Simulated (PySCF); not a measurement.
C$_{3}$H$_{7}$BOS (SMILES CB1OCCS1)

Input file:

```
{"job": {"kind": "uv", "xc": "CAM-B3LYP", "basis": "def2-SVPD", "nstates": 8, "ntriplets": 3}, "charge": 0, "multiplicity": 1}
C      2.358929     0.050119    -0.084650
B      0.790491    -0.030953     0.051521
O     -0.036579     0.715913    -0.688160
C     -1.417359     0.604347    -0.430352
C     -1.702710    -0.611650     0.461363
S     -0.104181    -1.126387     1.193741
H      2.835186     0.209269     0.879739
H      2.764792    -0.878458    -0.480259
H      2.658087     0.854975    -0.749613
H     -1.935111     0.519742    -1.390757
H     -1.736368     1.531372     0.061425
H     -2.394434    -0.380167     1.267915
H     -2.085129    -1.457636    -0.109641
```

Launched as:

```sh
OMP_NUM_THREADS=1 python probes_run.py task.json out
```

Geometry: GFN2-xTB.

Computed with PySCF, CAM-B3LYP/def2-SVPD, SCF density, gas phase.

> What will maps of the electron density and electron localisation function show?

B–O (1.34 Å): ρ is about 2.2 e/Å³ halfway; the ELF peaks at about 0.90 between the atoms; a polar covalent bond.
C–O (1.41 Å): ρ at the midpoint is about 2.1 e/Å³, with its minimum of 1.7 e/Å³ about 0.5 Å from C; the ELF peaks at about 0.90 between the atoms: a shared but strongly polarised pair.
C–C (1.53 Å): ρ is about 1.7 e/Å³ halfway; the ELF peaks at about 0.95 between the atoms, as expected for a shared electron pair.
C–B (1.58 Å): ρ at the midpoint is about 1.4 e/Å³; the ELF peaks at about 1 between the atoms (a covalent bond).

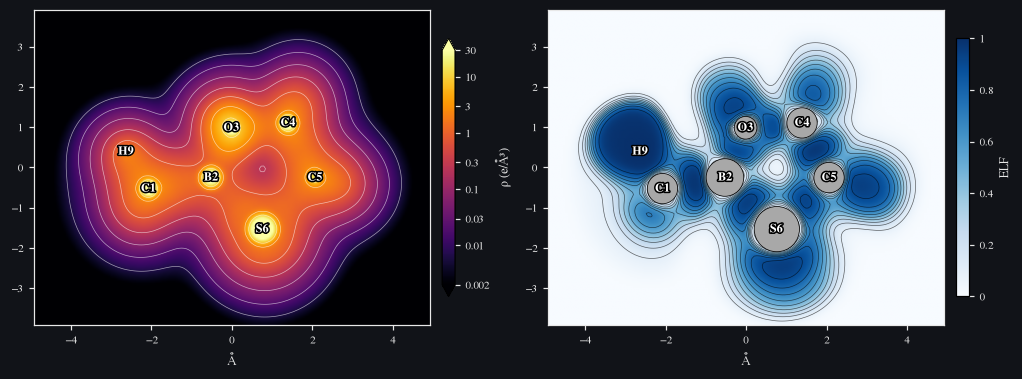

Computed electron density and electron localisation function on the plane of atoms C1, B2 and S6, in this order. Grey discs cover the atomic cores in the ELF map. 
